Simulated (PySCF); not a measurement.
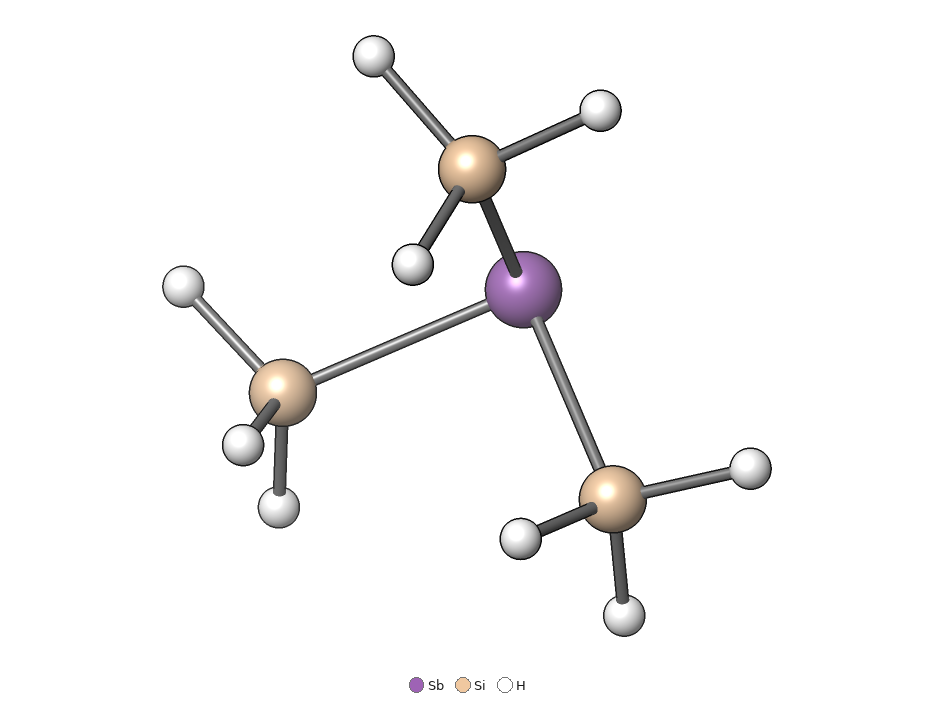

Computed geometry: PBE0-D3(BJ)/def2-SVP optimisation. No frequency run is at hand to confirm it as a minimum.

Give the structural formula.

SMILES: [SiH3][Sb]([SiH3])[SiH3]

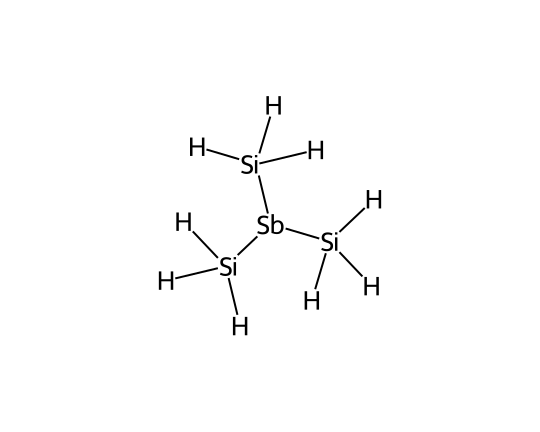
